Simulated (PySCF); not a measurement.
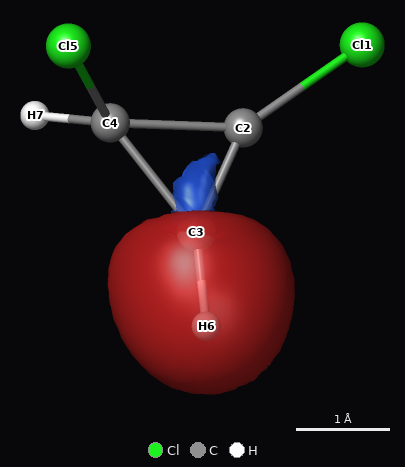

C₃H₂Cl₂, SMILES `ClC1=CC1Cl`. Intrinsic bond orbitals (IBO), occupied; each surface holds about 85 % of the orbital's density. Energies are diagonal elements of the Fock matrix.

Computed with PySCF, HF/def2-SVPD, geometry: GFN2-xTB. No frequency check shows the geometry to be a minimum. GFN2-xTB bond lengths at metals and heavier atoms can be off by up to 0.1 Å and shapes distorted, which carries into these values.

What does this orbital represent?

Answer. σ bond C3–H6 (C3 60 %, H6 39 %; −20.7 eV).

How do all the valence pairs divide up?

Answer. 14 pairs: 7 σ bonds, 6 lone pairs and 1 two-centre π bond.
